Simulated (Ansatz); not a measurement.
**CH6AlNO: ladder of methods at one geometry**

Wanted for CH6AlNO: a ladder of methods at one geometry.

All numbers are computed with Ansatz 0.2.0, driven from Python. The levels of theory stand in the script.

**1. The structure**

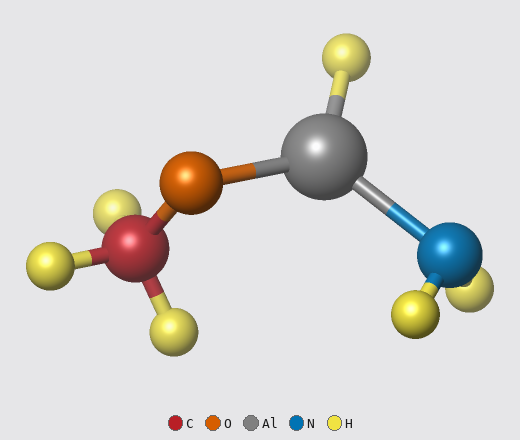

The starting structure, viewed from a chosen angle; carbon red, oxygen orange, aluminium grey, nitrogen blue, hydrogen yellow.

The script holds or builds the structure itself.

**2. The script**

Input file ch6alno_methods.py:

```python
from pathlib import Path
import warnings

import ansatz as az
import numpy as np

warnings.simplefilter("ignore", az.DeckWarning)

molecule = (
    az.Crystal.molecule()
    .atom("C", (-1.3001, 0.2067, -0.9639))
    .atom("O", (-0.4966, -0.8632, -0.9309))
    .atom("Al", (0.3938, -0.8685, 0.6665))
    .atom("N", (2.1643, 0.0672, 0.8294))
    .atom("H", (-1.8864, 0.2337, -1.9624))
    .atom("H", (-2.1131, 0.2224, -0.1692))
    .atom("H", (-0.7483, 1.2066, -0.9206))
    .atom("H", (-0.1471, -1.6107, 1.9386))
    .atom("H", (1.9528, 0.8324, 1.5785))
    .atom("H", (2.2638, 0.5223, -0.0631))
)

calc = molecule.calculation().basis(gaussian="def2-SVP")

print("functional    E (Ha)        dipole (D)   HOMO (eV)  LUMO (eV)")
for name in ["hse06", "cam_b3lyp", "revpbe", "r2scan", "lda"]:
    report = calc.functional(name).forces().orbitals().run(runs_dir="runs").report
    lines = Path(report["orbitals_path"]).read_text().splitlines()
    field_of = lambda key: [line.split("=")[1].strip() for line in lines if line.startswith(key)]
    orbitals = [(27.211386 * float(e), s, float(n)) for e, s, n in zip(field_of("Ene="), field_of("Spin="), field_of("Occup="))]
    homo = max(e for e, _, n in orbitals if n > 0.5)
    lumo = min(e for e, _, n in orbitals if n < 0.5)
    dipole = 4.803205 * np.linalg.norm(report["charge_distribution"]["dipole_moment_e_ang"])
    print(f"{name:10s} {report['free_energy_ev'] / 27.211386246:14.6f} {dipole:9.3f} {homo:11.3f} {lumo:10.3f}")
```

**3. The input behind the calls**

The engine receives this input (first run):

```yaml
crystal:
  periodic: [false, false, false]
  atoms:
    - { symbol: C, position_ang: [-1.3001, 0.2067, -0.9639] }
    - { symbol: O, position_ang: [-0.4966, -0.8632, -0.9309] }
    - { symbol: Al, position_ang: [0.3938, -0.8685, 0.6665] }
    - { symbol: "N", position_ang: [2.1643, 0.0672, 0.8294] }
    - { symbol: H, position_ang: [-1.8864, 0.2337, -1.9624] }
    - { symbol: H, position_ang: [-2.1131, 0.2224, -0.1692] }
    - { symbol: H, position_ang: [-0.7483, 1.2066, -0.9206] }
    - { symbol: H, position_ang: [-0.1471, -1.6107, 1.9386] }
    - { symbol: H, position_ang: [1.9528, 0.8324, 1.5785] }
    - { symbol: H, position_ang: [2.2638, 0.5223, -0.0631] }
basis:
  gaussian:
    orbitals: def2-SVP
hamiltonian:
  xc: hse06
output:
  orbitals: {}
  forces: true
```

**4. Launch**

Command:

```
> python ch6alno_methods.py
```

Log:

```text
functional    E (Ha)        dipole (D)   HOMO (eV)  LUMO (eV)
hse06         -413.609552     1.873      -6.912     -1.316
cam_b3lyp     -413.862312     1.927      -8.681      0.024
revpbe        -413.830036     1.672      -5.792     -1.581
r2scan        -413.812074     1.794      -6.178     -1.410
lda           -411.489957     1.862      -5.932     -1.951
```

Wall time 19 s (1 thread of Arm Neoverse V1, shared host); peak memory 0.25 GiB.

**5. Inputs of later runs**

The engine's inputs for some of the other runs:

Run 3, against run 1:

```diff
@@ -18 +18 @@
-  xc: hse06
+  xc: revpbe
```

Run 4, against run 1:

```diff
@@ -18 +18 @@
-  xc: hse06
+  xc: r2scan
```

Run 5, against run 1:

```diff
@@ -18 +18 @@
-  xc: hse06
+  xc: lda
```

**6. The runs side by side**

From the records of these 5 runs:

```tsv
run	functional	energy (eV)	SCF cycles	CPU time (s)
1	hse06	-11254.8893	18	4
2	cam_b3lyp	-11261.7672	18	4
3	revpbe	-11260.8890	19	2.6
4	r2scan	-11260.4002	19	5.8
5	lda	-11197.2122	17	1.6
```

Totals under unlike functionals or potentials can't be compared directly.

The fields below are those of run 1.

**7. Pictures from the orbitals**

The fields below are evaluated on a grid from the run's orbitals.

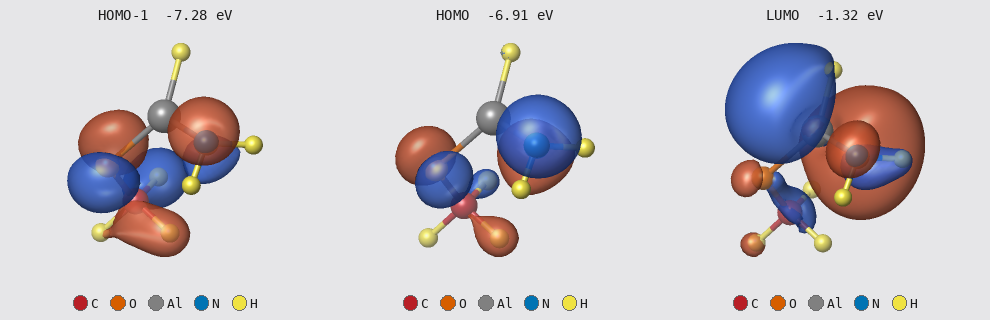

HSE06/def2-SVP orbitals near the gap, drawn at the value that encloses 70 % of each; the two colours are the two signs.

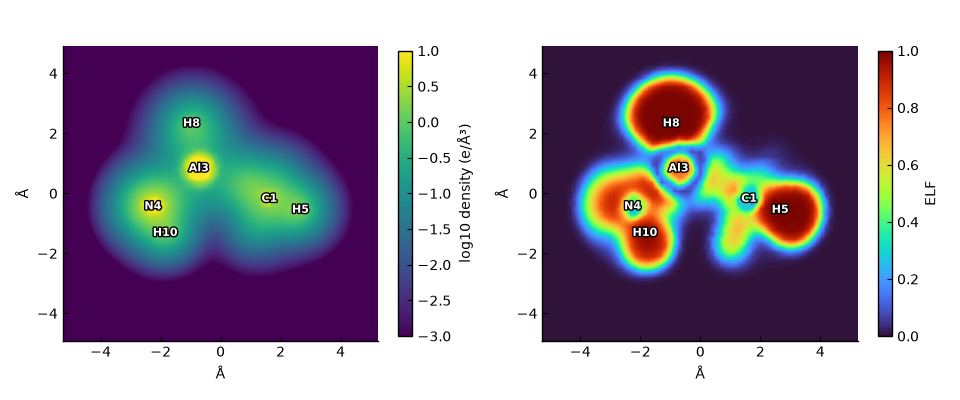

Density (left) and ELF (right) in a plane through or near 6 of the atoms.

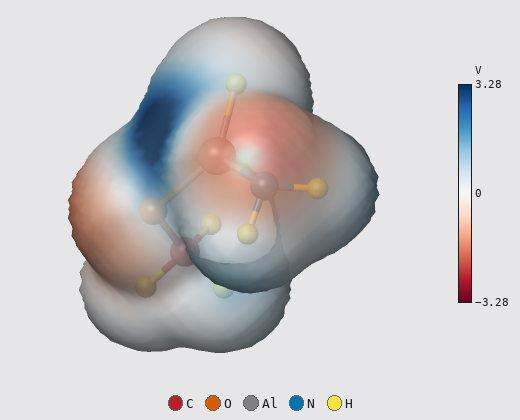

Electrostatic potential on the surface of density 0.002 e/bohr³; red is low, blue high. It runs from -1.68 V near N4 to 3.28 V near Al3.

**8. Summary of results**

| quantity | value |
| --- | --- |
| runs compared | 5 |
| HOMO-LUMO gap of the mean field (HSE06/def2-SVP) | 5.60 eV |

**Reading.** All 5 runs converged (17 to 19 cycles). The geometry is a force-field or estimated start, not a minimum of this method, and the basis set is short of its limit. A lower total doesn't mark the better method: functionals have no common bound, and MP2 and coupled cluster aren't variational. Levels such as HOMO and LUMO are orbital energies: with these approximate functionals they aren't the ionisation energy and electron affinity, and their gap isn't the fundamental gap. hse06 follows the composition of plane-wave codes, whose totals differ by tens of mHa, up to about 0.1 Ha, from the form usual in Gaussian-basis programs (wpbeh).
